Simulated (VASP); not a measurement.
Band structure of Cr$_{2}$Co (space group Fd-3m). All values below come from PBEsol GGA, VASP's PBE PAW potentials (set 64) (plane waves; VASP).

The moments were started parallel, and other spin orders were not tried in this run.

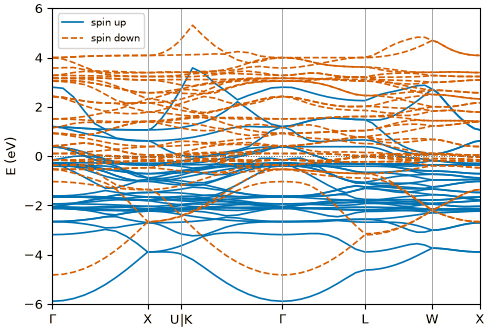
Figure: Bands along high-symmetry lines, zero at the valence-band maximum or, without a gap, the Fermi level

Read the plot: is there a gap, and where are the band edges?

It has no gap at this level: it comes out as a metal or semimetal.

The structure comes from a measured Cr2Co entry of the Crystallography Open Database, whose conditions weren't checked. The cell was not relaxed at this level. The k-mesh is coarse (spacing up to 0.33 per Å, 2π included), so the numbers may not be converged in it.
